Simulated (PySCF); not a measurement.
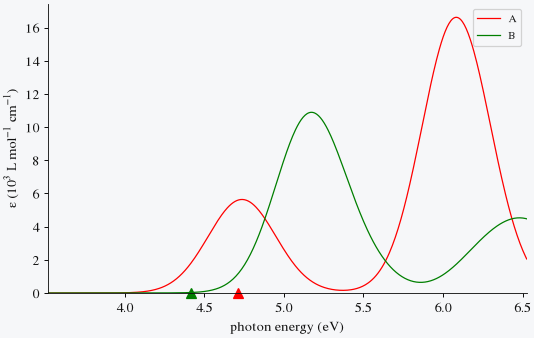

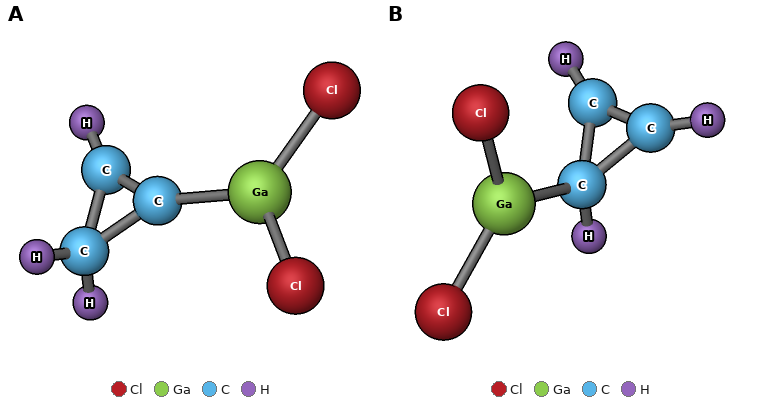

Related molecules: A is C₃H₃Cl₂Ga, SMILES [Cl][Ga]([Cl])[C]1=CC1, singlet; B is C₃H₃Cl₂Ga, SMILES [Cl][Ga]([Cl])[CH]1C=C1, singlet. Vertical TDDFT absorption, B3LYP/def2-SVPD with PySCF, at a GFN2-xTB geometry (no frequency check); Gaussians of 1/e half-width 0.30 eV, triangles mark S1, and the range ends where the computed states of one molecule run out.

Question: How does the lowest singlet move?

Answer: A: 4.71 eV (f = 0.000, mainly HOMO−1 → LUMO (98 %)) (S2 lies within 0.06 eV, too close to order); B: 4.42 eV (f = 0.000, mainly HOMO → LUMO (99 %)). From A to B it shifts 0.29 eV to the red; the leading orbital pair differs.

Question: And the brightest state of each within the range drawn?

Answer: A: S6 at 6.08 eV, f = 0.29; B: S2 at 5.16 eV, f = 0.19.

Limits of at least one run: core orbitals are frozen in the response; one conformer of a flexible molecule; the tight-binding geometry is rougher than a DFT one and adds to the error.
